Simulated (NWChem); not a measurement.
**One shape, several levels: C3H9FSi (trimethylsilyl fluoride)**

We compute a comparison of 4 runs (HF/STO-3G, HF/3-21G, B3LYP/6-31G*) of C3H9FSi (trimethylsilyl fluoride). 

The calculation is run with NWChem 7.3.0.

## Step 1: Starting point

The species is C3H9FSi (14 atoms), meant as a singlet with charge 0. As SMILES, `C[Si](C)(C)F`. Geometry: relaxed at PBE0-D4/def2-TZVP.

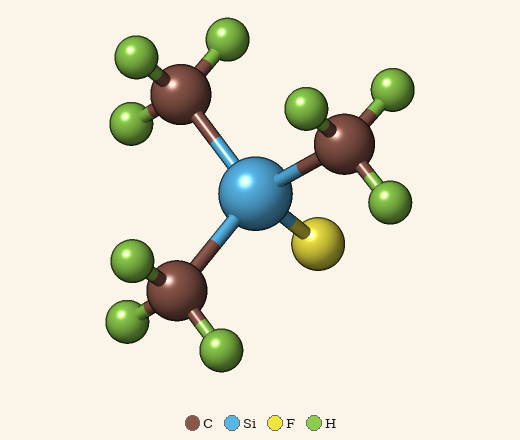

Viewed from a chosen angle; carbon brown, silicon blue, fluorine yellow, hydrogen green.

## Step 2: Energy and gradient at HF/STO-3G (run 1)

c3h9fsi.nw reads:

```
start c3h9fsi
memory stack 880 mb heap 220 mb global 1100 mb

geometry noautosym nocenter noautoz
C       -1.684200       0.556400       0.162000
Si       0.117800       0.334500      -0.244100
C        1.174300       0.370800       1.286800
C        0.410000      -1.208700      -1.241400
F        0.559500       1.586900      -1.160100
H       -1.852300       1.488800       0.706600
H       -2.046200      -0.266300       0.785200
H       -2.291400       0.581600      -0.746200
H        1.031400       1.301900       1.840900
H        2.234400       0.287200       1.034700
H        0.921300      -0.458600       1.953300
H        0.129900      -2.098800      -0.670900
H        1.463100      -1.304700      -1.517200
H       -0.180400      -1.200000      -2.160900
end

basis spherical bse
C library STO-3G
Si library STO-3G
F library STO-3G
H library STO-3G
end

scf
thresh 1e-08
maxiter 80
print low
end

task scf gradient
```

On the command line:

```bash
$ nwchem c3h9fsi.nw > c3h9fsi.out
```

The log of the run:

```text
[...]
  functions       =    38
[...]
  wavefunction    = RHF
[...]
         Total SCF energy =   -501.183658243649
      One-electron energy =  -1195.055217553299
      Two-electron energy =    442.726331831392
 Nuclear repulsion energy =    251.145227478258
        Time for solution =      4.9s
[...]
                         RHF ENERGY GRADIENTS
    atom               coordinates                        gradient
                 x          y          z           x          y          z
   1 C      -3.182677   1.051444   0.306136    0.006566   0.002977  -0.003881
   2 Si      0.222610   0.632113  -0.461282   -0.000891  -0.002586   0.001932
   3 C       2.219105   0.700710   2.431699   -0.001906   0.003426  -0.007189
   4 C       0.774788  -2.284112  -2.345906    0.000350   0.008144   0.000259
   5 F       1.057302   2.998806  -2.192271   -0.001714  -0.004852   0.003547
   6 H      -3.500339   2.813424   1.335280   -0.000491   0.008277   0.004834
   7 H      -3.866757  -0.503234   1.483813   -0.001693  -0.008354   0.005736
   8 H      -4.330118   1.099065  -1.410114   -0.004496  -0.000026  -0.008453
   9 H       1.949063   2.460234   3.478797   -0.001998   0.008433   0.004279
  10 H       4.222404   0.542729   1.955299    0.009074  -0.000912  -0.003157
  11 H       1.741005  -0.866628   3.691202   -0.003590  -0.008186   0.004964
[...]
```

Run time: 6.6 s. Hardware: 1 thread of Intel Xeon Platinum 8259CL at 2.50GHz (Skylake/Cascade Lake), shared host; peak memory 0.098 GiB.

## Step 3: Energy and gradient at HF/3-21G (run 2)

run.py reads:

```python
from ase import Atoms
from ase.calculators.nwchem import NWChem

system = Atoms(['C', 'Si', 'C', 'C', 'F', 'H', 'H', 'H', 'H', 'H', 'H', 'H', 'H', 'H'], positions=[
    [-1.684200, 0.556400, 0.162000],
    [0.117800, 0.334500, -0.244100],
    [1.174300, 0.370800, 1.286800],
    [0.410000, -1.208700, -1.241400],
    [0.559500, 1.586900, -1.160100],
    [-1.852300, 1.488800, 0.706600],
    [-2.046200, -0.266300, 0.785200],
    [-2.291400, 0.581600, -0.746200],
    [1.031400, 1.301900, 1.840900],
    [2.234400, 0.287200, 1.034700],
    [0.921300, -0.458600, 1.953300],
    [0.129900, -2.098800, -0.670900],
    [1.463100, -1.304700, -1.517200],
    [-0.180400, -1.200000, -2.160900],
])

calc = NWChem(
    label='mol',
    theory='scf',
    memory='2200 mb',
    basis='3-21G',
    basispar='spherical bse',
    scf={'nopen': '0', 'rhf': None, 'thresh': '1e-08', 'maxiter': '80'},
)
system.calc = calc

forces = system.get_forces()
print(f"energy = {system.get_potential_energy():.6f} eV")
print("forces (eV/A):")
for s, f in zip(system.symbols, forces):
    print(f"{s:2s} {f[0]:10.5f} {f[1]:10.5f} {f[2]:10.5f}")
print("dipole (e A):", system.get_dipole_moment().round(4))
```

On the command line:

```bash
$ export ASE_NWCHEM_COMMAND="nwchem PREFIX.nwi > PREFIX.nwo"
$ python run.py
```

The log of the run:

```text
energy = -13731.347338 eV
forces (eV/A):
C    -0.79159    0.02746    0.22358
Si   -0.10104   -0.28416    0.20620
C     0.42999   -0.04808    0.70325
C     0.10331   -0.72428   -0.37543
F     0.35497    1.00628   -0.73595
H    -0.02967   -0.22641   -0.12583
H     0.01651    0.20296   -0.13200
H     0.08243    0.00622    0.24641
H     0.08161   -0.23592   -0.08366
H    -0.22939    0.02669    0.12547
H     0.09986    0.19592   -0.09816
H     0.07703    0.15067   -0.17298
H    -0.25804   -0.03522    0.02772
H     0.16404   -0.06202    0.19139
dipole (e A): [-0.1261 -0.3577  0.2617]
```

The calculator wrote mol.nwi:

```
title "mol"

permanent_dir mol

scratch_dir mol

start mol

geometry units angstrom nocenter noautosym noautoz
  C  -1.6841999999999999e+00 5.5640000000000001e-01 1.6200000000000001e-01
  Si 1.1780000000000000e-01 3.3450000000000002e-01 -2.4410000000000001e-01
  C  1.1742999999999999e+00 3.7080000000000002e-01 1.2867999999999999e+00
  C  4.0999999999999998e-01 -1.2087000000000001e+00 -1.2414000000000001e+00
  F  5.5950000000000000e-01 1.5869000000000000e+00 -1.1600999999999999e+00
  H  -1.8523000000000001e+00 1.4887999999999999e+00 7.0660000000000001e-01
  H  -2.0461999999999998e+00 -2.6629999999999998e-01 7.8520000000000001e-01
  H  -2.2913999999999999e+00 5.8160000000000001e-01 -7.4619999999999997e-01
  H  1.0314000000000001e+00 1.3019000000000001e+00 1.8409000000000000e+00
  H  2.2343999999999999e+00 2.8720000000000001e-01 1.0347000000000000e+00
  H  9.2130000000000001e-01 -4.5860000000000001e-01 1.9533000000000000e+00
  H  1.2989999999999999e-01 -2.0988000000000002e+00 -6.7090000000000005e-01
  H  1.4631000000000001e+00 -1.3047000000000000e+00 -1.5172000000000001e+00
  H  -1.8040000000000000e-01 -1.2000000000000000e+00 -2.1608999999999998e+00
end

memory 2200 mb

basis spherical bse noprint
   * library 3-21G
end

scf
  nopen 0
  rhf
  thresh 1e-08
  maxiter 80
end

task scf gradient
```

mol.nwo:

```text
Northwest Computational Chemistry Package (NWChem) 7.3.0
             --------------------------------------------------------

           Job information
           ---------------

    nwchem branch   = 7.3.0
    use scalapack   = T
    input           = mol.nwi
    prefix          = mol.
    data base       = mol/mol.db
    status          = startup
    nproc           =        1

           Memory information
           ------------------

    heap     =     72089600 doubles =      550.0 Mbytes
    stack    =     72089597 doubles =      550.0 Mbytes
    global   =    144179200 doubles =     1100.0 Mbytes (distinct from heap & stack)
    total    =    288358397 doubles =     2200.0 Mbytes
    verify   = yes
    hardfail = no

[... 148 lines left out ...]
 Convergence threshold     :          1.000E-08
[... 13 lines left out ...]
       Final RHF  results
[... 3 lines left out ...]
      One-electron energy =  -1195.768292948938
[... 1 line left out ...]
 Nuclear repulsion energy =    251.145227478258
[... 43 lines left out ...]
                       ROHF Final Molecular Orbital Analysis
[... 260 lines left out ...]
                         RHF ENERGY GRADIENTS

    atom               coordinates                        gradient
                 x          y          z           x          y          z
   1 C      -3.182677   1.051444   0.306136    0.015394  -0.000534  -0.004348
   2 Si      0.222610   0.632113  -0.461282    0.001965   0.005526  -0.004010
   3 C       2.219105   0.700710   2.431699   -0.008362   0.000935  -0.013676
[... 10 lines of this table left out ...]
  14 H      -0.340907  -2.267671  -4.083509   -0.003190   0.001206  -0.003722

                 ----------------------------------------
                 |  Time  |  1-e(secs)   |  2-e(secs)   |
                 ----------------------------------------
                 |  CPU   |       0.01   |       1.09   |
                 ----------------------------------------
                 |  WALL  |       0.01   |       1.09   |
                 ----------------------------------------

 Task  times  cpu:       10.4s     wall:       10.4s
 Total times  cpu:       10.4s     wall:       10.4s
```

It took 12 s on 1 thread of Intel Xeon Platinum 8259CL at 2.50GHz (Skylake/Cascade Lake), shared host; peak memory 0.098 GiB.

Run 3 isn't shown in full; the table further down has it.

## Step 4: Energy and gradient at B3LYP/6-31G(d) (Cartesian functions) (run 4)

m1.nw reads:

```
start m1
title "C3H9FSi"
memory 2200 mb
charge 0
geometry units au noautosym nocenter noautoz
  C     -3.18267674     1.05144362     0.30613563
  Si     0.22260974     0.63211339    -0.46128215
  C      2.21910539     0.70071045     2.43169958
  C      0.77478771    -2.28411197    -2.34590601
  F      1.05730177     2.99880639    -2.19227128
  H     -3.50033970     2.81342425     1.33528048
  H     -3.86675760    -0.50323407     1.48381295
  H     -4.33011844     1.09906471    -1.41011363
  H      1.94906352     2.46023444     3.47879682
  H      4.22240405     0.54272934     1.95529962
  H      1.74100468    -0.86662840     3.69120204
  H      0.24547542    -3.96615719    -1.26781726
  H      2.76485829    -2.46552567    -2.86709248
  H     -0.34090659    -2.26767135    -4.08350918
end
basis cartesian
  C library 6-31G*
  Si library 6-31G*
  F library 6-31G*
  H library 6-31G*
end
dft
  xc b3lyp
  mult 1
  grid fine
  convergence energy 1e-08
  maxiter 100
  mulliken
end
task dft gradient
```

On the command line:

```bash
$ nwchem m1.nw > m1.out
```

The log of the run:

```text
[...]
          Wavefunction type:  closed shell.
          No. of atoms     :    14
          No. of electrons :    50
[...]
          Charge           :     0
          Spin multiplicity:     1
[...]
          AO basis - number of functions:    97
[...]
              XC Information
              --------------
                         B3LYP Method XC Potential
                     Hartree-Fock (Exact) Exchange  0.200
                        Slater Exchange Functional  0.800 local
                    Becke 1988 Exchange Functional  0.720 non-local
              Lee-Yang-Parr Correlation Functional  0.810
                  VWN I RPA Correlation Functional  0.190 local
[...]
 d= 0,ls=0.0,diis     1   -509.1096491807 -7.60D+02  1.24D-02  7.15D-01    10.1
[...]
 d= 0,ls=0.0,diis     8   -509.1764309064 -1.87D-09  1.83D-06  4.10D-08    64.6
         Total DFT energy =     -509.176430906437
      One electron energy =    -1200.078074733608
           Coulomb energy =      490.924921265779
    Exchange-Corr. energy =      -51.168486753649
 Nuclear repulsion energy =      251.145209315041
[...]
  wavefunction    = closed shell
                         DFT ENERGY GRADIENTS
    atom               coordinates                        gradient
                 x          y          z           x          y          z
   1 C      -3.182677   1.051444   0.306136    0.002694   0.000357  -0.001065
   2 Si      0.222610   0.632113  -0.461282    0.001100   0.003082  -0.002226
   3 C       2.219105   0.700710   2.431700   -0.001271   0.000545  -0.002601
   4 C       0.774788  -2.284112  -2.345906   -0.000216   0.002764   0.000872
   5 F       1.057302   2.998806  -2.192271   -0.003520  -0.009976   0.007296
   6 H      -3.500340   2.813424   1.335280    0.001054  -0.001728  -0.001090
   7 H      -3.866758  -0.503234   1.483813    0.001651   0.001308  -0.001316
   8 H      -4.330118   1.099065  -1.410114    0.001818  -0.000161   0.001421
   9 H       1.949064   2.460234   3.478797   -0.000221  -0.001600  -0.001557
  10 H       4.222404   0.542729   1.955300   -0.002247   0.000096  -0.000216
  11 H       1.741005  -0.866628   3.691202   -0.000146   0.001454  -0.002040
[...]
```

It took 86 s on 1 thread of Intel Xeon Platinum 8259CL at 2.50GHz (Skylake/Cascade Lake), shared host; peak memory 0.13 GiB.

## Step 5: The series

| run | level | iteration cap | module | energy (Eh) | largest force (eV/Å) | wall time |
| --- | --- | --- | --- | --- | --- | --- |
| 1 | HF/STO-3G | 80 | scf | -501.183658 | 0.528 | 6.6 s |
| 2 | HF/3-21G | 80 | scf | -504.617711 | 1.296 | 12 s |
| 3 | B3LYP/6-31G* (spherical functions) | 100 | dft | -509.171335 | 0.710 | 48 s |
| 4 | B3LYP/6-31G* (Cartesian functions) | 100 | dft | -509.176431 | 0.661 | 86 s |

## Step 6: Outcome

| quantity | value |
| --- | --- |
| run 4: total energy | -509.17643 Eh |
| run 4: dipole moment | 1.77 D |
| run 4: HOMO energy | -8.11 eV |
| run 4: LUMO energy | 1.96 eV |
| run 4: HOMO–LUMO gap | 10.07 eV |
| run 4: largest force on an atom | 0.661 eV/Å |

Over runs 2, 3, 4 the dipole moment (its size) runs from 1.77 D (B3LYP/6-31G*) to 2.21 D (HF/3-21G). The two ends differ in method and basis. Over runs 2, 3, 4 the HOMO–LUMO gap runs from 10.07 eV (B3LYP/6-31G*) to 18.08 eV (HF/3-21G). In run 1 the basis is minimal, so the values are rough. All runs together took 2.5 min, the longest 86 s.
